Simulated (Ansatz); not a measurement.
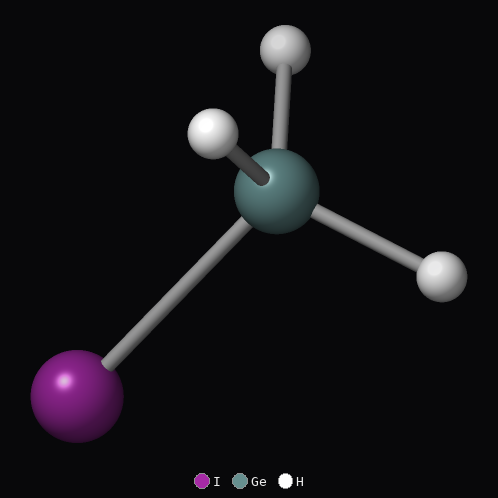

Rendered structure (ball-and-stick style).

The geometry was computed by an optimisation with PBE0-D4/def2-TZVP.

Give the formula.

Answer. GeH₃I, 5 atoms: 1 germanium, 3 hydrogen and 1 iodine.

Count the bonded pairs by element.

Answer. 3 Ge–H, 1 Ge–I. Sticks follow a distance rule.

The parts below concern this one geometry. Atoms keep their numbers from picture to picture.

**Vibrations**

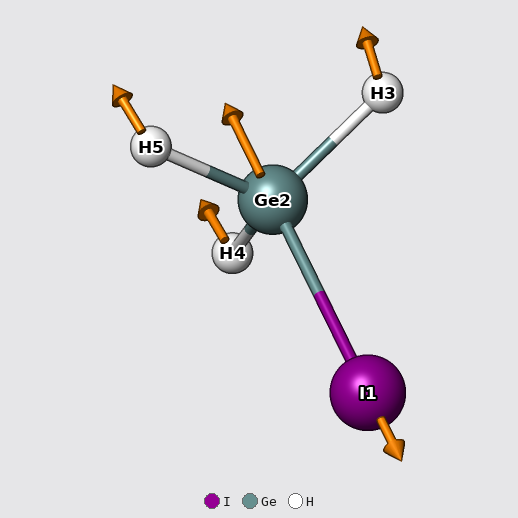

The arrows show one normal mode. Harmonic vibrations computed with RKS PBE0-D4/def2-TZVP, core potentials on I (Ansatz 0.2.0) at a stationary point of the same level.

What kind of motion is it?

Answer. Mostly Ge–I stretching.

Estimate its harmonic wavenumber.

Answer. 253 cm⁻¹; it is mode 1 of 9 counted from the lowest.

**Electronic properties**

Level of theory: RKS PBE0-D4/def2-TZVPP, core potentials on I (Ansatz 0.2.0).

What is the HOMO–LUMO gap?

Answer. 6.52 eV.

What is the HOMO energy (Kohn–Sham orbital)?

Answer. −7.59 eV.

**Thermal motion**

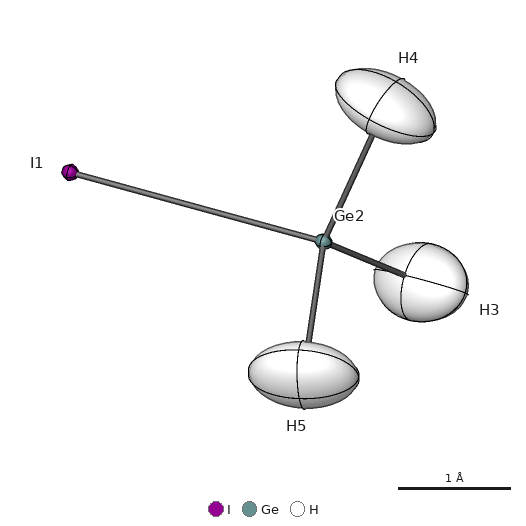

Displacement ellipsoids at the 50 % level, enlarged 2 times, from the internal vibrations of the free molecule (harmonic, no overall translation or rotation; no half-axis is drawn under 0.075 Å). Vibrations computed with RKS PBE0-D4/def2-TZVP, core potentials on I (Ansatz 0.2.0). Temperature: 100 K.

Which atom has the largest mean-square displacement?

Answer. H3, H4, H5, with U_eq = 0.0157 Å².

Does H4 move more along its bond or across it?

Answer. Across it: the root-mean-square amplitude is 0.087 Å along the bond and up to 0.162 Å across, since bending and torsion are softer than stretching.

List U_eq and the three principal root-mean-square amplitudes for each kind of atom.

| atom | U_eq (Å²) | rms amplitudes (Å) |
| --- | --- | --- |
| I1 | 0.00007 | 0.001, 0.001, 0.014 |
| Ge2 | 0.00021 | 0.004, 0.004, 0.025 |
| H3, H4, H5 | 0.0157 | 0.087, 0.115, 0.162 |
